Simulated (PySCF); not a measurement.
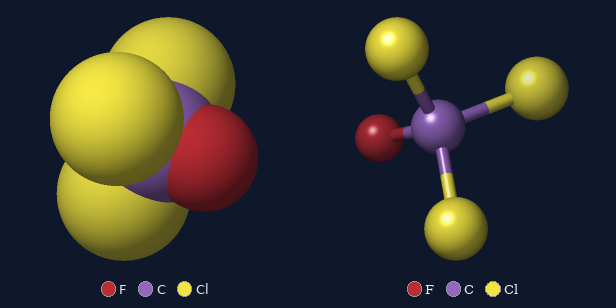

The same structure drawn twice, from different directions.

The computed structure is the end point of a PBE0-D3(BJ)/def2-SVP optimisation. No frequency run is at hand to confirm it as a minimum.

Describe the molecule.

It has 5 atoms: 1 carbon, 3 chlorine and 1 fluorine (CCl3F). Its SMILES string is `FC(Cl)(Cl)Cl`. Among its groups: C–F bond, C–Cl bond. The point group is C3v. Coordination: 1 C tetrahedral.

More results for the same structure follow; atom numbers are the same in all pictures, views and colours differ.

### NMR shielding

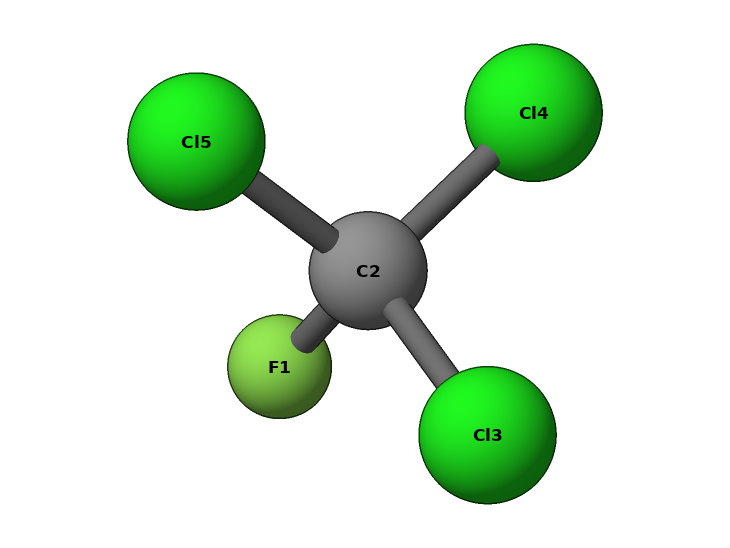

No frequency run is at hand to confirm it as a minimum. Method: GIAO CAM-B3LYP/pcSseg-2 NMR shielding, non-relativistic, gas phase (PySCF 2.14.0). Principal shieldings σ11 ≤ σ22 ≤ σ33, span Ω = σ33 − σ11, skew κ = 3(σiso − σ22)/Ω.

Give the shielding tensors of the Cl atoms.

```
         atom   σ11    σ22    σ33   σiso      Ω     κ
Cl3, Cl4, Cl5  82.7  105.4  966.8  385.0  884.2  0.95
```

Shieldings and span in ppm.

### Electronic properties

No frequency run is at hand to confirm it as a minimum. Level of theory: PBE0/6-311+G(2d,p), gas phase (PySCF 2.14.0).

**Estimate the HOMO energy (Kohn–Sham orbital).**

−9.17 eV.

**Give the HOMO–LUMO gap at this level.**

7.70 eV.

**Estimate the dipole moment.**

0.37 D.

### Bond orders

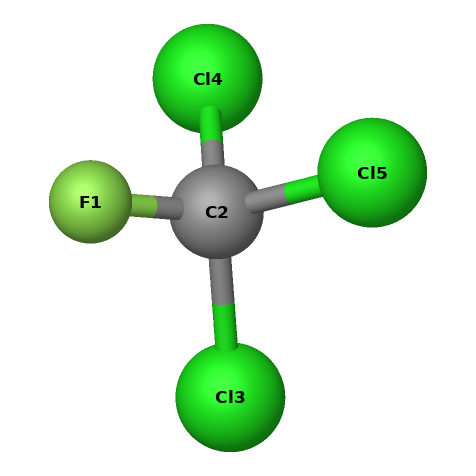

Every bond is drawn as one stick. No frequency run is at hand to confirm it as a minimum. Method: PBE0/def2-TZVP (PySCF 2.14.0).

List the Mayer bond orders of F1–C2, C2–Cl3 (one bond of each equivalent set).

| bond | Mayer order | length (Å) |
| --- | --- | --- |
| F1–C2 | 1.14 | 1.326 |
| C2–Cl3 | 1.16 | 1.766 |
